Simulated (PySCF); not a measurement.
Run report: C4H12O4Si, geometry relaxation (part 2 of 2)

C4H12O4Si (Si(OMe)4), SMILES CO[Si](OC)(OC)OC; PBE0-D3(BJ)/def2-SVP geometry optimisation, gas phase (PySCF 2.14.0). It belongs to a series of runs on one base structure; here: ligand (all four): Me to OMe.

Geometry of the input (Å):
```
Si 0.0656  -0.0780  0.0189
O  0.2318  -0.0190  1.6057
C  0.9140  -0.9486  2.3420
H  0.5963  -1.9158  2.3174
H  0.9847  -0.6051  3.3667
H  1.9812  -1.0163  1.9816
O  1.4928  -0.2377  -0.6687
C  1.7973  -0.4259  -2.0444
H  1.1756  -1.2732  -2.3543
H  2.8108  -0.6546  -2.0792
H  1.4760  0.4354  -2.5901
O  -0.7279  1.4040  -0.3054
C  -0.4708  2.7191  0.0803
H  -0.3522  2.7240  1.2167
H  -1.1806  3.3415  -0.2188
H  0.5682  3.0292  -0.3028
O  -0.9445  -1.1366  -0.6016
C  -2.3693  -1.2863  -0.4327
H  -2.6064  -1.5426  0.5952
H  -2.7327  -2.1111  -1.0702
H  -2.8967  -0.3864  -0.7856
```

**Trajectory as extended XYZ, continued**
```
21
Properties=species:S:1:pos:R:3:forces:R:3 step=7 energy=-20384.49879
Si   -0.0105   -0.0026   -0.0002   -0.0169   0.0194  -0.0049
O     0.1677   -0.0140    1.6325    0.0022  -0.0220   0.0002
C     0.9611   -0.9271    2.3439   -0.0027   0.0135   0.0021
H     0.5644   -1.9552    2.2705    0.0002   0.0033   0.0036
H     0.9663   -0.6369    3.4054   -0.0010  -0.0014  -0.0014
H     2.0011   -0.9326    1.9760   -0.0011  -0.0035  -0.0035
O     1.4880   -0.1968   -0.6430    0.0069  -0.0046  -0.0290
C     1.7504   -0.4593   -1.9970   -0.0056   0.0021   0.0334
H     1.1624   -1.3171   -2.3646    0.0016  -0.0010  -0.0026
H     2.8200   -0.6919   -2.1096   -0.0003   0.0000  -0.0053
H     1.5189    0.4144   -2.6312    0.0065   0.0007  -0.0033
O    -0.7546    1.4101   -0.3874    0.0249  -0.0008   0.0081
C    -0.4032    2.6674    0.1273   -0.0022  -0.0110   0.0003
H    -0.3842    2.6634    1.2302   -0.0035  -0.0003   0.0017
H    -1.1464    3.4059   -0.2087   -0.0024   0.0052   0.0015
H     0.5897    2.9912   -0.2317   -0.0013   0.0025  -0.0071
O    -0.9484   -1.2096   -0.6017   -0.0224  -0.0002   0.0186
C    -2.3436   -1.2767   -0.4604    0.0308  -0.0063  -0.0149
H    -2.6391   -1.4160    0.5944   -0.0045  -0.0006   0.0018
H    -2.7144   -2.1378   -1.0365   -0.0037   0.0015  -0.0021
H    -2.8326   -0.3630   -0.8378   -0.0054   0.0034   0.0027
21
Properties=species:S:1:pos:R:3:forces:R:3 step=8 energy=-20384.49920
Si   -0.0106   -0.0091    0.0009   -0.0406   0.0326   0.0243
O     0.1644   -0.0187    1.6344    0.0009  -0.0235  -0.0105
C     0.9674   -0.9199    2.3502   -0.0156   0.0002   0.0022
H     0.5701   -1.9495    2.2978    0.0076   0.0188   0.0035
H     0.9850   -0.6133    3.4071   -0.0008  -0.0014  -0.0041
H     2.0027   -0.9302    1.9699    0.0020  -0.0059  -0.0039
O     1.4888   -0.2098   -0.6359    0.0301  -0.0099  -0.0643
C     1.7542   -0.4740   -1.9899   -0.0098   0.0078   0.0700
H     1.1529   -1.3204   -2.3617    0.0025  -0.0032  -0.0078
H     2.8202   -0.7248   -2.0963   -0.0017   0.0002  -0.0103
H     1.5410    0.4057   -2.6221    0.0079   0.0004  -0.0085
O    -0.7510    1.4057   -0.3878    0.0304  -0.0146   0.0059
C    -0.4058    2.6606    0.1356   -0.0122   0.0232  -0.0007
H    -0.3750    2.6466    1.2382   -0.0050  -0.0032   0.0025
H    -1.1592    3.3965   -0.1853    0.0108  -0.0107   0.0067
H     0.5802    2.9973   -0.2304   -0.0006   0.0000  -0.0091
O    -0.9526   -1.2104   -0.6047   -0.0380  -0.0066   0.0168
C    -2.3511   -1.2608   -0.4836    0.0577  -0.0094  -0.0124
H    -2.6620   -1.4118    0.5650   -0.0074  -0.0005   0.0030
H    -2.7244   -2.1086   -1.0772   -0.0082   0.0014  -0.0038
H    -2.8219   -0.3349   -0.8538   -0.0103   0.0043   0.0007
21
Properties=species:S:1:pos:R:3:forces:R:3 step=9 energy=-20384.49983
Si   -0.0114   -0.0183    0.0036   -0.0559   0.0389   0.0526
O     0.1586   -0.0270    1.6378   -0.0023  -0.0186  -0.0236
C     0.9749   -0.9093    2.3614   -0.0250  -0.0165   0.0059
H     0.5720   -1.9385    2.3489    0.0129   0.0310   0.0010
H     1.0171   -0.5720    3.4083    0.0016  -0.0011  -0.0054
H     2.0011   -0.9354    1.9582    0.0033  -0.0064  -0.0040
O     1.4894   -0.2320   -0.6244    0.0476  -0.0109  -0.0859
C     1.7608   -0.4991   -1.9771   -0.0115   0.0115   0.0902
H     1.1365   -1.3242   -2.3584    0.0027  -0.0046  -0.0118
H     2.8194   -0.7833   -2.0730   -0.0025   0.0000  -0.0129
H     1.5825    0.3903   -2.6063    0.0070  -0.0002  -0.0118
O    -0.7424    1.4011   -0.3871    0.0299  -0.0276  -0.0013
C    -0.4079    2.6524    0.1496   -0.0230   0.0583   0.0000
H    -0.3546    2.6221    1.2510   -0.0039  -0.0056   0.0028
H    -1.1798    3.3817   -0.1441    0.0243  -0.0273   0.0104
H     0.5644    3.0119   -0.2311    0.0005  -0.0034  -0.0084
O    -0.9607   -1.2099   -0.6091   -0.0428  -0.0101   0.0109
C    -2.3626   -1.2355   -0.5235    0.0685  -0.0118  -0.0046
H    -2.7010   -1.4112    0.5126   -0.0081  -0.0008   0.0029
H    -2.7373   -2.0581   -1.1506   -0.0110   0.0016  -0.0052
H    -2.8058   -0.2896   -0.8765   -0.0124   0.0039  -0.0019
21
Properties=species:S:1:pos:R:3:forces:R:3 step=10 energy=-20384.50053
Si   -0.0126   -0.0258    0.0075   -0.0466   0.0278   0.0571
O     0.1520   -0.0355    1.6419   -0.0080  -0.0060  -0.0263
C     0.9783   -0.9004    2.3744   -0.0213  -0.0270   0.0067
H     0.5618   -1.9234    2.4118    0.0111   0.0290  -0.0017
H     1.0548   -0.5256    3.4064    0.0034   0.0004  -0.0050
H     1.9917   -0.9557    1.9432    0.0037  -0.0046  -0.0023
O     1.4894   -0.2554   -0.6125    0.0434  -0.0051  -0.0700
C     1.7679   -0.5263   -1.9623   -0.0082   0.0094   0.0704
H     1.1185   -1.3258   -2.3563    0.0015  -0.0041  -0.0102
H     2.8164   -0.8495   -2.0471   -0.0021  -0.0006  -0.0096
H     1.6318    0.3722   -2.5891    0.0033  -0.0007  -0.0098
O    -0.7297    1.3997   -0.3853    0.0183  -0.0285  -0.0099
C    -0.4069    2.6479    0.1646   -0.0241   0.0662   0.0029
H    -0.3252    2.6005    1.2636   -0.0008  -0.0056   0.0018
H    -1.2000    3.3669   -0.0969    0.0271  -0.0306   0.0091
H     0.5478    3.0329   -0.2353    0.0015  -0.0054  -0.0046
O    -0.9700   -1.2066   -0.6131   -0.0288  -0.0074   0.0038
C    -2.3735   -1.2100   -0.5671    0.0495  -0.0102   0.0044
H    -2.7431   -1.4192    0.4520   -0.0048  -0.0011   0.0014
H    -2.7452   -2.0012   -1.2352   -0.0092   0.0016  -0.0048
H    -2.7911   -0.2435   -0.8948   -0.0090   0.0025  -0.0033
21
Properties=species:S:1:pos:R:3:forces:R:3 step=11 energy=-20384.50108
Si   -0.0133   -0.0261    0.0099   -0.0157   0.0039   0.0295
O     0.1481   -0.0384    1.6439   -0.0101   0.0066  -0.0141
C     0.9739   -0.8991    2.3811   -0.0083  -0.0217   0.0033
H     0.5397   -1.9123    2.4525    0.0037   0.0127  -0.0016
H     1.0786   -0.5005    3.4017    0.0037   0.0012  -0.0022
H     1.9772   -0.9843    1.9310    0.0018  -0.0010  -0.0007
O     1.4894   -0.2653   -0.6072    0.0176   0.0043  -0.0234
C     1.7721   -0.5405   -1.9538   -0.0013   0.0008   0.0210
H     1.1094   -1.3255   -2.3552    0.0000  -0.0013  -0.0040
H     2.8139   -0.8861   -2.0328   -0.0010  -0.0008  -0.0024
H     1.6609    0.3612   -2.5814   -0.0008  -0.0005  -0.0033
O    -0.7194    1.4037   -0.3843    0.0006  -0.0148  -0.0123
C    -0.4020    2.6507    0.1720   -0.0111   0.0370   0.0047
H    -0.3017    2.5938    1.2690    0.0020  -0.0023   0.0003
H    -1.2072    3.3623   -0.0694    0.0144  -0.0170   0.0040
H     0.5412    3.0494   -0.2414    0.0016  -0.0036   0.0000
O    -0.9747   -1.2018   -0.6147   -0.0037  -0.0012  -0.0021
C    -2.3776   -1.1991   -0.5891    0.0125  -0.0037   0.0079
H    -2.7632   -1.4345    0.4185   -0.0004  -0.0010  -0.0002
H    -2.7447   -1.9694   -1.2840   -0.0033   0.0015  -0.0023
H    -2.7872   -0.2222   -0.8960   -0.0023   0.0009  -0.0020
21
Properties=species:S:1:pos:R:3:forces:R:3 step=12 energy=-20384.50132
Si   -0.0130   -0.0216    0.0096    0.0080  -0.0109  -0.0003
O     0.1474   -0.0359    1.6432   -0.0067   0.0103   0.0016
C     0.9666   -0.9035    2.3797    0.0024  -0.0087  -0.0012
H     0.5204   -1.9105    2.4571   -0.0024  -0.0014   0.0005
H     1.0819   -0.5021    3.3980    0.0021   0.0013  -0.0003
H     1.9664   -1.0028    1.9247   -0.0001   0.0001   0.0002
O     1.4901   -0.2608   -0.6086   -0.0044   0.0082   0.0101
C     1.7728   -0.5398   -1.9535    0.0027  -0.0056  -0.0124
H     1.1110   -1.3265   -2.3535   -0.0008   0.0009   0.0010
H     2.8148   -0.8853   -2.0323    0.0001  -0.0001   0.0021
H     1.6615    0.3595   -2.5847   -0.0022   0.0001   0.0013
O    -0.7163    1.4090   -0.3850   -0.0078   0.0002  -0.0061
C    -0.3976    2.6562    0.1713    0.0021   0.0035   0.0029
H    -0.2943    2.5981    1.2680    0.0023   0.0003  -0.0005
H    -1.2033    3.3670   -0.0675    0.0002  -0.0011  -0.0001
H     0.5446    3.0543   -0.2447    0.0008  -0.0007   0.0019
O    -0.9733   -1.1982   -0.6149    0.0100   0.0020  -0.0055
C    -2.3755   -1.2018   -0.5861   -0.0102   0.0010   0.0057
H    -2.7581   -1.4467    0.4204    0.0015  -0.0005  -0.0008
H    -2.7418   -1.9680   -1.2862    0.0010   0.0011  -0.0003
H    -2.7908   -0.2246   -0.8847    0.0015   0.0000   0.0000
```

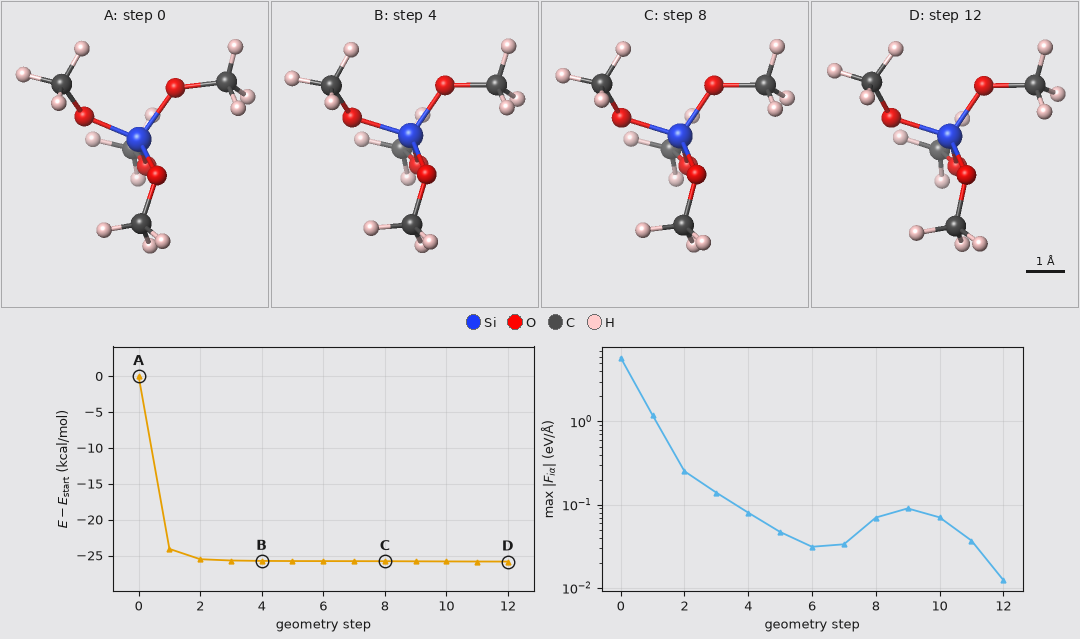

Figure 1. Frames of the relaxation (ball-and-stick view, seen at a tilt) above the curves, on which the letters mark them (steps are counted from 0).

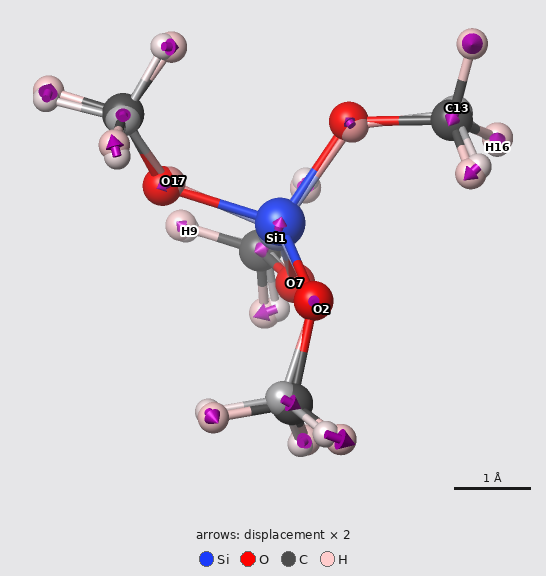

Figure 2. Start (faint) and end (solid) with the displacements as pink arrows, magnified 2 times (ball-and-stick view, seen at a tilt). The two geometries are laid on each other by the best rigid fit. Over 12 geometry steps the energy falls by 25.8 kcal/mol. Largest force component: 5.9 eV/Å at the start, 0.012 eV/Å at the end. H5 moves most after the best rigid fit: 0.23 Å. By element the largest moves are H 0.23 Å, C 0.15 Å, Si 0.10 Å, O 0.09 Å. Among the contacts that change: C13–H15 0.990 → 1.101 Å, C3–H4 1.018 → 1.104 Å, Si1–O12 1.712 → 1.642 Å, C8–H10 1.040 → 1.101 Å. Among the angles that change: H10–C8–H11 116.9° → 108.1°, Si1–O12–C13 132.7° → 125.6°, O2–C3–H4 118.5° → 111.4°. (Atoms are counted from 1 in the order of the input.)

**Key numbers**

```tsv
quantity	value
outcome	converged
total energy	−749.116613 hartree
dipole moment	0.10 D
point group	C2
wall time	2.1 min (CPU time 5.6 min)
peak memory	0.9 GiB
```
